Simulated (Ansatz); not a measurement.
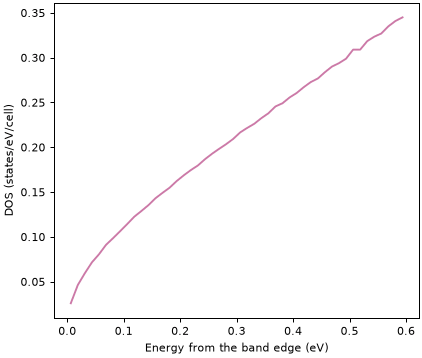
Figure. Density of states of CaSe (Fm-3m) above the conduction band minimum, PBEsol, rigid bands (Ansatz, a first-principles code); cell volume 50.5 Å³.

What effective density of states at 300 K does this give (∫ g(E) exp(−E/k_BT) dE, both spins, divided by the cell's size)?

2.5e19 cm⁻³, a density-of-states mass of 1.00 mₑ, valleys and band degeneracy included.

Spin-orbit coupling is left out. Geometry: cell and atoms relaxed with PBEsol.

Formula and space group known from diffraction (Crystallography Open Database), not checked to be the room-temperature form: CaSe (Fm-3m).
